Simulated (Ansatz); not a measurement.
**CCl3F (trichlorofluoromethane) at BLYP/6-31G(d) (spherical functions)**

Aim: the electronic atomisation energy of CCl3F (trichlorofluoromethane) at BLYP/6-31G* (spherical functions), from 4 runs. 

The results are computed with Ansatz 0.2.0.

51 further runs of the same task are left out: 2 that didn't finish, 49 set aside as unsound or not needed. Runs told in other sessions of the task aren't counted.

**1. The system as given**

CCl3F has 5 atoms, charge 0, and is taken as a singlet. As SMILES, `FC(Cl)(Cl)Cl`. The coordinates come from a PBE0-D4/def2-TZVP relaxation.

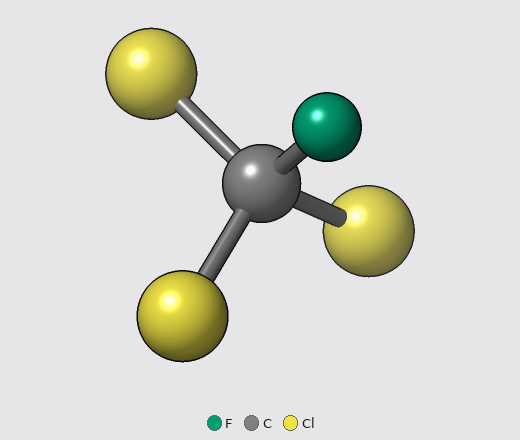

The structure, seen from a chosen angle (fluorine teal, carbon grey, chlorine yellow).

**2. A single-point energy at BLYP/6-31G(d) (spherical functions)**

File run.yaml:

```yaml
basis:
  gaussian:
    orbitals: 6-31G_st_-spherical.json
crystal:
  periodic: [false, false, false]
  atoms:
    - {symbol: F, position_ang: [0.911880, -0.820730, 0.677360]}
    - {symbol: C, position_ang: [0.044670, -0.040210, 0.033190]}
    - {symbol: Cl, position_ang: [-1.384510, 0.157610, 1.040990]}
    - {symbol: Cl, position_ang: [-0.379970, -0.814480, -1.489160]}
    - {symbol: Cl, position_ang: [0.807920, 1.517810, -0.262390]}
hamiltonian:
  xc: {name: BLYP}
accuracy: high
output:
  orbitals: {seedname: orbitals}
```

The basis set 6-31G* is read from a file made from the Basis Set Exchange's data (not shown).

Launch:

```sh
$ ansatz run run.yaml --threads 1 --pin off --max-ram 3480MiB --events-out events.jsonl --progress --plain --runs-dir runs
```

What it wrote:

```text
Warning: RAYON_NUM_THREADS=1 ignored (pool sized by the plan → 1); use --threads N
Functional definition: BLYP
  name "BLYP"
  parameter beta = 0.0042
  parameter a = 0.04918
  parameter b = 0.132
  parameter c = 0.2533
  parameter d = 0.349
  exchange = b88_x(beta = beta)
  correlation = lyp_c(a = a, b = b, c = c, d = d)
1786 factors; integrals over basis functions are off by at most 3.3e-9 eV
mean field evaluation 1: about -41317.4037 eV, gradient 2.3e1 eV
mean field evaluation 2: about -41315.7332 eV, gradient 4.1e1 eV
mean field evaluation 4: about -41318.2501 eV, gradient 1.1e0 eV
mean field evaluation 8: about -41318.2367 eV, gradient 2.8e-2 eV
mean field evaluation 16: about -41318.2367 eV, gradient 6.3e-6 eV
mean field -41318.23668833 eV, -1518.4171917893 hartree, gradient 6.8e-8 eV, S^2 0.000000; 0 other end points of the search recorded, 0 dependent functions left out
reference -41318.23673596 eV, -1518.4171935398 hartree; 33, 33 occupied and 49, 49 virtual orbitals, 1786 factors
Total energy: -41318.23673596 eV, -1518.4171935398 hartree
```

It took 6.6 s on 1 thread of Arm Neoverse V2, shared host; peak memory 0.2 GiB.

**3. The C atom at the same level**

File input.yaml:

```yaml
basis:
  gaussian: {orbitals: 6-31G_st_-spherical.json}
crystal:
  periodic: [false, false, false]
  atoms:
    - {symbol: C, position_ang: [0.000000, 0.000000, 0.000000]}
magnetization: {spin_polarized: true, initial_magnetization: 2}
hamiltonian: {xc: {name: BLYP}}
accuracy: high
```

The basis set 6-31G* is read from a file made from the Basis Set Exchange's data (not shown).

Run the same way, it converges to -37.82999 Eh (log not shown).

**4. The Cl atom**

File molecule.yaml:

```yaml
crystal:
  periodic: [false, false, false]
  atoms:
    - {symbol: Cl, position_ang: [0.000000, 0.000000, 0.000000]}
basis:
  gaussian: {orbitals: 6-31G_st_-spherical.json}
magnetization: {spin_polarized: true, initial_magnetization: 1}
hamiltonian: {xc: {name: BLYP}}
accuracy: high
```

The basis set 6-31G* is read from a file made from the Basis Set Exchange's data (not shown).

Run the same way, it converges to -460.11341 Eh (log not shown).

**5. The F atom**

File run.yaml:

```yaml
crystal:
  periodic: [false, false, false]
  atoms:
    - {symbol: F, position_ang: [0.000000, 0.000000, 0.000000]}
basis:
  gaussian:
    orbitals: 6-31G_st_-spherical.json
magnetization:
  spin_polarized: true
  initial_magnetization: 1
hamiltonian:
  xc: {name: BLYP}
accuracy: high
```

The basis set 6-31G* is read from a file made from the Basis Set Exchange's data (not shown).

Launch:

```sh
$ ansatz run run.yaml --threads 1 --pin off --max-ram 3480MiB --events-out events.jsonl --progress --plain --runs-dir runs
```

What it wrote, cut to the lines that bear on the results:

```text
Warning: RAYON_NUM_THREADS=1 ignored (pool sized by the plan → 1); use --threads N
[... 9 set-up lines as earlier in the session ...]
93 factors; integrals over basis functions are off by at most 1.9e-9 eV
mean field evaluation 1: about -2712.9130 eV, gradient 5.6e0 eV
mean field evaluation 2: about -2712.9374 eV, gradient 5.1e0 eV
mean field evaluation 4: about -2713.0092 eV, gradient 4.4e-1 eV
mean field evaluation 8: about -2713.0097 eV, gradient 1.5e-4 eV
mean field evaluation 16: about -2712.8978 eV, gradient 5.3e0 eV
mean field evaluation 32: about -2713.0096 eV, gradient 7.8e-2 eV
mean field -2713.00967737 eV, -99.7012666995 hartree, gradient 2.2e-9 eV, S^2 0.750743; 2 other end points of the search recorded, 0 dependent functions left out
reference -2713.00968854 eV, -99.7012671097 hartree; 5, 4 occupied and 9, 10 virtual orbitals, 93 factors
Total energy: -2713.00968854 eV, -99.7012671097 hartree
```

Run time: 0.44 s. Hardware: 1 thread of Arm Neoverse V2, shared host.

**6. Results**

At BLYP/6-31G* (spherical functions):

| quantity | value |
| --- | --- |
| molecule: total energy | -1518.41719 Eh |
| molecule: HOMO energy | -7.37 eV |
| molecule: LUMO energy | -2.01 eV |
| molecule: HOMO–LUMO gap | 5.36 eV |
| C atom: total energy | -37.82999 Eh |
| C atom: ⟨S²⟩ | 2.002 |
| Cl atom: total energy | -460.11341 Eh |
| Cl atom: ⟨S²⟩ | 0.751 |
| F atom: total energy | -99.70127 Eh |
| F atom: ⟨S²⟩ | 0.751 |
| electronic atomisation energy | 14.849 eV |

**Reading.** Taking the molecule apart into free atoms costs 14.85 eV (342 kcal/mol), before zero-point energy and without spin-orbit coupling.
